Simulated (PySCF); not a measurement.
# C3H3FS (SMILES C=C1SC1F): TPSSh/cc-pVDZ

Aim: the vertical ionisation energy of C3H3FS at TPSSh/cc-pVDZ, from 2 runs. The job is set up through a Python script.

The calculation is run with PySCF 2.14.0.

### Step 1. Starting point

C3H3FS: 8 atoms, total charge 0, spin state singlet. As SMILES, `C=C1SC1F`. Geometry: relaxed at PBE0-D4/def2-TZVP.

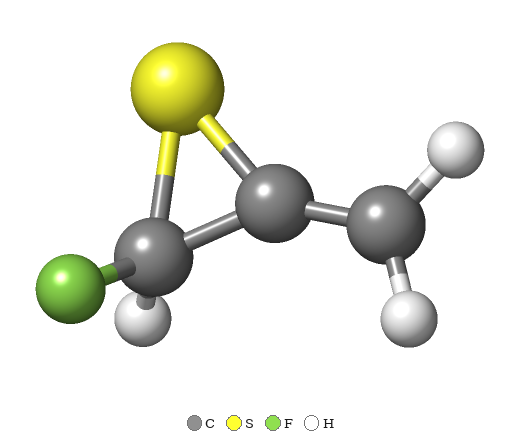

The structure, seen from a chosen angle (carbon grey, sulfur yellow, fluorine green, hydrogen white).

### Step 2. A single-point energy at TPSSh/cc-pVDZ

input.py reads:

```python
from pyscf import gto, dft

mol = gto.Mole()
mol.atom = [
    ('C', (-0.031500, 1.391600, 0.301800)),
    ('C', (0.314700, 0.155900, -0.000300)),
    ('S', (1.613000, -0.867900, -0.524600)),
    ('C', (-0.139400, -1.203000, -0.166100)),
    ('F', (-0.953200, -1.501200, -1.202400)),
    ('H', (-1.053900, 1.611100, 0.585100)),
    ('H', (0.679900, 2.206300, 0.267300)),
    ('H', (-0.337300, -1.850000, 0.683400)),
]
mol.basis = 'cc-pvdz'
mol.charge = 0
mol.verbose = 3
mol.max_memory = 1860
mol.spin = 0
mol.build()

mf = dft.RKS(mol)
mf.xc = 'tpssh'
mf.conv_tol = 1e-10
mf.grids.level = 4
mf.kernel()
if not mf.converged:
    mf = mf.newton().run(mf.mo_coeff, mf.mo_occ)

energy = mf.e_tot
print('Final energy', energy)
```

The run is started by

```sh
$ OMP_NUM_THREADS=1 python input.py
```

Standard output:

```text
converged SCF energy = -614.130751444101
Final energy -614.130751444101
```

Wall time 31 s (1 thread of Arm Neoverse V2, shared host); peak memory 0.48 GiB.

### Step 3. The doublet cation

calc.py reads:

```python
from pyscf import gto, dft

mol = gto.M(
    atom='''
C       -0.031500       1.391600       0.301800
C        0.314700       0.155900      -0.000300
S        1.613000      -0.867900      -0.524600
C       -0.139400      -1.203000      -0.166100
F       -0.953200      -1.501200      -1.202400
H       -1.053900       1.611100       0.585100
H        0.679900       2.206300       0.267300
H       -0.337300      -1.850000       0.683400
''',
    charge=1,
    spin=1,
    verbose=3,
    basis='cc-pvdz',
    max_memory=1860,
)

calc0 = dft.UKS(mol, xc='tpssh')
calc0.grids.level = 4
calc0.conv_tol = 1e-10
calc0.kernel()
if not calc0.converged:
    calc0 = calc0.newton().run(calc0.mo_coeff, calc0.mo_occ)

energy = calc0.e_tot
print(f'total energy: {energy:.8f} hartree')
```

The run is started by

```sh
$ OMP_NUM_THREADS=1 python calc.py
```

Standard output:

```text
WARN: HOMO -0.267731903321516 >= LUMO -0.267731903321514

converged SCF energy = -613.80497437545  <S^2> = 0.76639828  2S+1 = 2.0163316
total energy: -613.80497438 hartree
```

It took 71 s on 1 thread of Arm Neoverse V2, shared host; peak memory 0.49 GiB.

### Step 4. Summary of results

Level: TPSSh/cc-pVDZ.

```
                                          quantity          value
                      singlet C3H3FS: total energy  -614.13075 Eh
                     singlet C3H3FS: dipole moment         1.43 D
                       singlet C3H3FS: HOMO energy       -6.11 eV
                       singlet C3H3FS: LUMO energy       -0.77 eV
                     singlet C3H3FS: HOMO–LUMO gap        5.34 eV
                      doublet cation: total energy  -613.80497 Eh
doublet cation: HOMO energy (highest over α and β)      -13.80 eV
 doublet cation: LUMO energy (lowest over α and β)      -11.59 eV
                              doublet cation: ⟨S²⟩          0.766
vertical ionisation energy (to the doublet cation)       8.865 eV
```

What this shows: The vertical ionisation energy comes to 8.86 eV (855 kJ/mol). The negative HOMO energy of the first species, 6.11 eV, lies 2.75 eV below that difference. Mulliken charges (singlet C3H3FS) run from -0.18 on F5 to +0.20 on C4; they depend strongly on the basis. Mulliken charges (doublet cation) run from -0.15 on C2 to +0.44 on S3.
